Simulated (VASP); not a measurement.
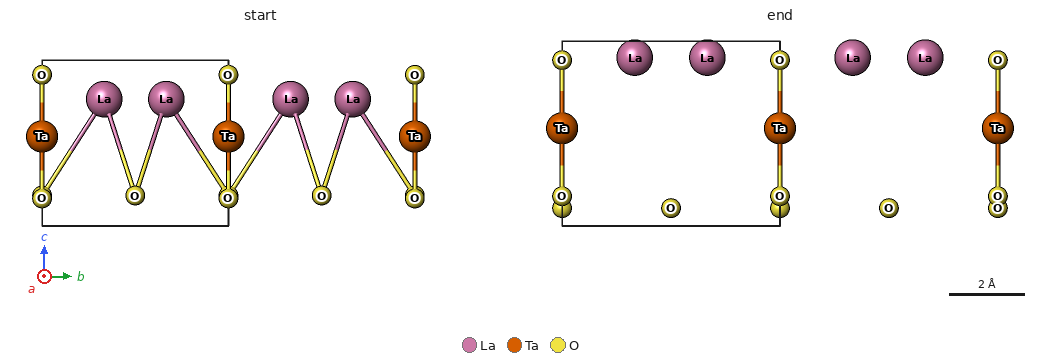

The structure of crystalline La2TaO5 (a generated structure, set up in P6mm) before (left) and after (right) a relaxation, at one scale.

Style: ball-and-stick. Shown: the cell of the calculation, repeated 1 × 2 × 1 with one cell outlined, along the a axis.

The run lets cell and atoms move.

Level of theory: VASP, Kohn-Sham DFT of a periodic cell, PBE, VASP PAW PBE potentials, recommended.

Input
```
PREC = Normal ; ENCUT = 520
EDIFF = 1E-4 ; ISMEAR = 0
SIGMA = 0.15 ; LREAL = False
LASPH = True ; NELM = 60
ALGO = Fast ; ISIF = 3
LWAVE = False ; LCHARG = False
GGA = PE ; IBRION = 2
NSW = 24 ; EDIFFG = -0.08
```

Command:
```bash
cat potpaw_PBE.64/La/POTCAR potpaw_PBE.64/Ta_pv/POTCAR potpaw_PBE.64/O/POTCAR > POTCAR
mpirun -np 1 vasp_std > vasp.out
```

### What changed between the two?

The relaxation stopped without meeting its thresholds, so the last structure isn't shown to be converged. After 23 geometry steps the energy has fallen by 766 meV per atom. Largest force component: 5.1 eV/Å at the start, 0.39 eV/Å at the end. Pressure: 18.87 GPa at the start and −0.16 GPa at the end. The largest moves relative to the cell, 0.73 Å, are those of La atoms. By element the largest moves are La 0.73 Å, O 0.43 Å, Ta 0.06 Å. The drawn cell changes as follows: a = b 5.780 → 6.758 Å (+16.9 %), c 4.449 → 4.958 Å (+11.5 %); the volume changes by +52.4 %. Near-neighbour distances that change, for instance: La–O 3.079 → 4.489 Å, La–Ta 3.484 → 4.340 Å, La–La 3.337 → 3.902 Å, O–Ta 2.783 → 3.135 Å. Bonds break, among them: La–O (3.08 → 4.49 Å). Bond angles that change, for instance: La–O–La 83.8° → 129.7°, O–La–O 70.6° → 103.3°. The space group stays P6mm (No. 183). At step 1 the optimiser overshot: the energy rose above the start, and later steps came back. The volume changes by over a tenth within one run on a fixed set of plane waves, so the end point should be relaxed again from the new cell.
